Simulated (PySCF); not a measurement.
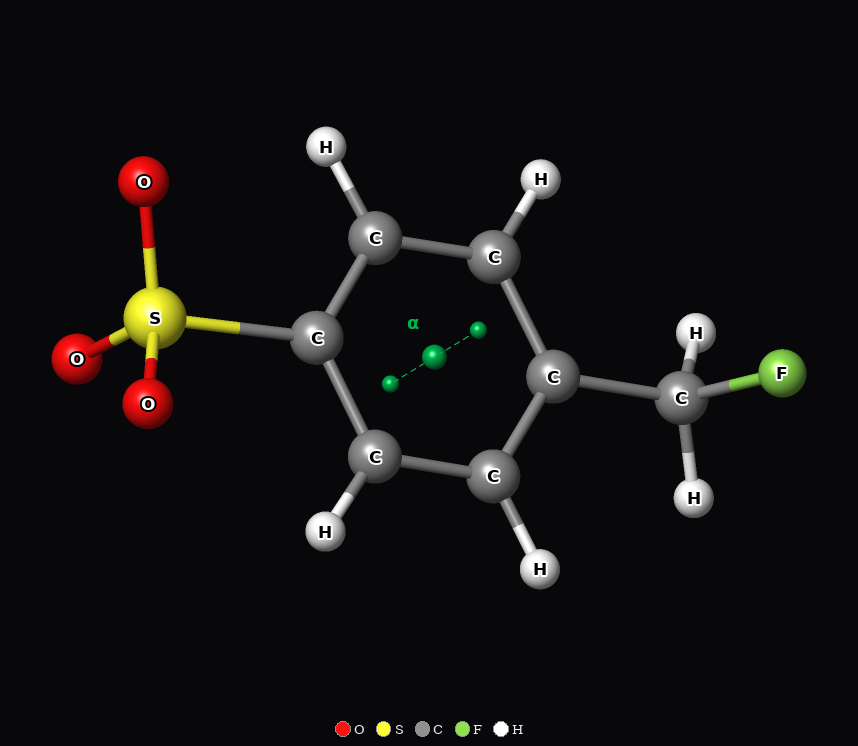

The small points mark where nucleus-independent chemical shifts (NICS) were computed: at the centre of each lettered ring and 1 Å above and below it. Charge −1, singlet. The computed structure is the end point of a GFN2-xTB optimisation. No frequency run is at hand to confirm it as a minimum. Method: GIAO PBE0/pcSseg-1 NMR shielding, non-relativistic, gas phase (PySCF 2.14.0).

Give NICS(0), NICS(1) and the out-of-plane component NICS(1)zz for each ring (means of the two sides).

```
ring  members  NICS(0)  NICS(1)  NICS(1)zz
   α       C6     −9.0    −11.5      −27.7
```

Values in ppm.

### What do the values say about the ring currents?

Ring α: diatropic, as in an aromatic ring. NICS is one index among several.
